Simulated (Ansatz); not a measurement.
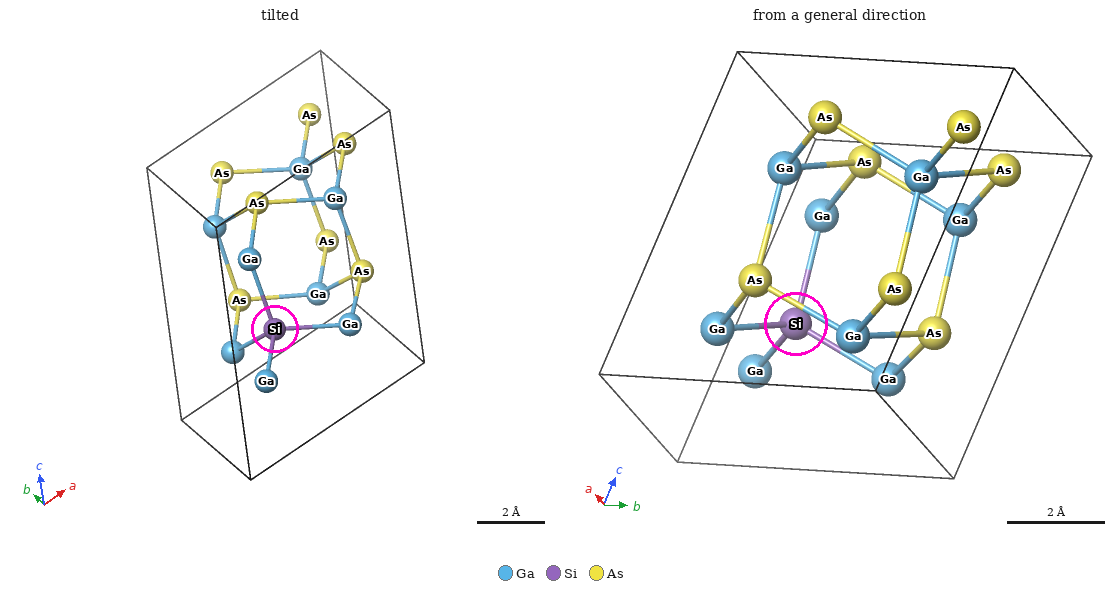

The image is a ball-and-stick drawing of a crystal, viewed slightly off an axis and from a general direction. Thin lines show the supercell, with boundary atoms drawn in all their periodic places. The host is GaAs, in a cell of 16 sites, and the cell carries a charge of -1. A ring marks the defect's site.

> What kind of defect was put in?

Silicon on an arsenic site (a substitutional impurity). It is bonded to four Ga in a tetrahedral arrangement at about 2.3 Å.

The atoms were relaxed in the host's cell with Ansatz 0.2.0, DFT LDA, scalar-relativistic, plane waves, PAW.
